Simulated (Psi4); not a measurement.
# InHF (SMILES [F][InH]) at UBP86/def2-TZVPP (core potential, sweep point 4)

What is the vertical doublet–quartet gap of InHF at UBP86/def2-TZVPP (core potential, sweep point 4)? 

Program for the calculation: Psi4 1.11.

## Step 1: The system as given

InHF: 3 atoms, total charge 0, spin state doublet. SMILES: `[F][InH]`. Geometry: relaxed at PBE0-D4/def2-TZVP.

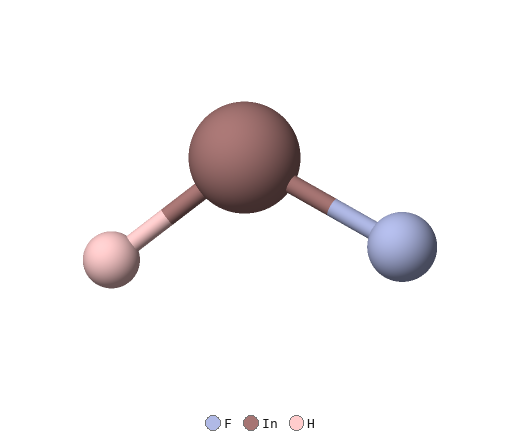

The structure, seen from a chosen angle (fluorine light blue, indium brown, hydrogen pink).

## Step 2: The energy at UBP86/def2-TZVPP (core potential, sweep point 4)

Contents of fhin.dat:

```
memory 1.6 GB

molecule geom {
  0 2
  F      1.088400     0.989500     0.694300
  In    -0.522500     0.355100    -0.244800
  H     -0.576900    -1.409400    -0.462800
  symmetry c1
}

set reference uks
set puream true
set scf_type pk
set dft_radial_points 99
set dft_spherical_points 590
set maxiter 150

energy_value = energy("bp86/def2-TZVPP")
```

Command:

```sh
$ psi4 -n 1 fhin.dat fhin.out
```

fhin.out:

```text
[...]
    !!!  WARNING: ECP capability is in beta. Please check occupations closely.  !!!
[...]
  Running in c1 symmetry.
[...]
  Nuclear repulsion =   58.542473673905171
[...]
  Multiplicity = 2
[...]
  Nalpha       = 16
  Nbeta        = 15
[...]
    Number of basis functions: 95
[...]
   @UKS iter   1:  -290.52697595835599   -8.30542e-01   8.00278e-03 DIIS/ADIIS
[...]
   @UKS iter  10:  -290.73649802528047   -6.48666e-08   6.17793e-07 DIIS
[...]
   @S^2 Observed:                7.537853577E-01
[...]
    Orbital Energies [Eh]
    ---------------------
    Alpha Occupied:
       1A    -24.209128     2A     -4.498530     3A     -2.943807
       4A     -2.936938     5A     -2.933308     6A     -0.999221
       7A     -0.709302     8A     -0.705774     9A     -0.703132
      10A     -0.700987    11A     -0.695927    12A     -0.396689
      13A     -0.320036    14A     -0.303724    15A     -0.298392
      16A     -0.202820
    Alpha Virtual:
      17A     -0.100591    18A     -0.035099    19A      0.016853
      20A      0.055918    21A      0.067464    22A      0.083428
      23A      0.121608    24A      0.126562    25A      0.142710
[...]
  @UKS Final Energy:  -290.73649802528047
   => Energetics <=
    Nuclear Repulsion Energy =             58.5424736739051710
    One-Electron Energy =                -592.2033636484145518
    Two-Electron Energy =                 270.5761401350954429
    DFT Exchange-Correlation Energy =     -27.6517481858665519
    Empirical Dispersion Energy =           0.0000000000000000
    VV10 Nonlocal Energy =                  0.0000000000000000
    Total Energy =                       -290.7364980252804685
[...]
 Multipole Moments:
 ------------------------------------------------------------------------------------
     Multipole            Electronic (a.u.)      Nuclear  (a.u.)        Total (a.u.)
 ------------------------------------------------------------------------------------
 L = 1.  Multiply by 2.5417464519 to convert [e a0] to [Debye]
 Dipole X            :        -17.1555118           16.1020080           -1.0535038
 Dipole Y            :         -3.2397379            3.0069949           -0.2327430
 Dipole Z            :          0.0000023           -0.0000000            0.0000023
 Magnitude           :                                                    1.0789067
[...]
```

Run time: 11 s. Hardware: 1 thread of Intel Xeon Platinum 8488C (Sapphire Rapids), shared host; peak memory 0.74 GiB.

## Step 3: The quartet at the same level

Contents of fhin.inp:

```
memory 1600 MB

molecule {
  0 4
  F      1.088400     0.989500     0.694300
  In    -0.522500     0.355100    -0.244800
  H     -0.576900    -1.409400    -0.462800
  symmetry c1
}

set basis def2-TZVPP
set reference uks
set puream true
set scf_type pk
set dft_radial_points 99
set dft_spherical_points 590
set maxiter 150

energy('bp86')
print_variables()
```

Command:

```sh
$ psi4 -i fhin.inp -o fhin.out -n 1
```

fhin.out:

```text
[...]
    !!!  WARNING: ECP capability is in beta. Please check occupations closely.  !!!
[...]
  Running in c1 symmetry.
[...]
  Nuclear repulsion =   58.542473673905171
[...]
  Multiplicity = 4
[...]
  Nalpha       = 17
  Nbeta        = 14
[...]
    Number of basis functions: 95
[...]
   @UKS iter   1:  -290.38747778318793   -6.91043e-01   6.55187e-03 DIIS/ADIIS
[...]
   @UKS iter  11:  -290.54081449692251   -3.28846e-07   2.74562e-07 DIIS
[...]
   @S^2 Observed:                3.754944850E+00
[...]
    Orbital Energies [Eh]
    ---------------------
    Alpha Occupied:
       1A    -24.294780     2A     -4.518061     3A     -2.961928
       4A     -2.958394     5A     -2.951895     6A     -1.077086
       7A     -0.736315     8A     -0.726653     9A     -0.720793
      10A     -0.718646    11A     -0.718019    12A     -0.462538
      13A     -0.400014    14A     -0.372999    15A     -0.366082
      16A     -0.237401    17A     -0.123719
    Alpha Virtual:
      18A     -0.062428    19A     -0.009970    20A      0.038619
      21A      0.053743    22A      0.067923    23A      0.097839
      24A      0.102891    25A      0.124816    26A      0.139322
[...]
  @UKS Final Energy:  -290.54081449692251
   => Energetics <=
    Nuclear Repulsion Energy =             58.5424736739051710
    One-Electron Energy =                -590.9619541446793392
    Two-Electron Energy =                 269.4676648811206405
    DFT Exchange-Correlation Energy =     -27.5889989072689730
    Empirical Dispersion Energy =           0.0000000000000000
    VV10 Nonlocal Energy =                  0.0000000000000000
    Total Energy =                       -290.5408144969225077
[...]
 Multipole Moments:
 ------------------------------------------------------------------------------------
     Multipole            Electronic (a.u.)      Nuclear  (a.u.)        Total (a.u.)
 ------------------------------------------------------------------------------------
 L = 1.  Multiply by 2.5417464519 to convert [e a0] to [Debye]
 Dipole X            :        -16.6374224           16.1020080           -0.5354145
 Dipole Y            :         -3.5655753            3.0069949           -0.5585804
 Dipole Z            :          0.0000012           -0.0000000            0.0000012
 Magnitude           :                                                    0.7737446
[...]
```

Wall time 11 s (1 thread of Intel Xeon Platinum 8488C (Sapphire Rapids), shared host); peak memory 0.73 GiB.

## Step 4: Results

At UBP86/def2-TZVPP (core potential, sweep point 4):

| quantity | value |
| --- | --- |
| doublet: total energy | -290.73650 Eh |
| doublet: dipole moment | 2.74 D |
| doublet: HOMO energy (highest over α and β) | -5.52 eV |
| doublet: LUMO energy (lowest over α and β) | -4.43 eV |
| doublet: ⟨S²⟩ | 0.754 |
| quartet: total energy | -290.54081 Eh |
| quartet: dipole moment | 1.97 D |
| quartet: HOMO energy (highest over α and β) | -3.37 eV |
| quartet: ⟨S²⟩ | 3.755 |
| vertical energy of the quartet above the doublet | 5.325 eV |

What this shows: At this shape the quartet lies 5.32 eV (514 kJ/mol) above the doublet.
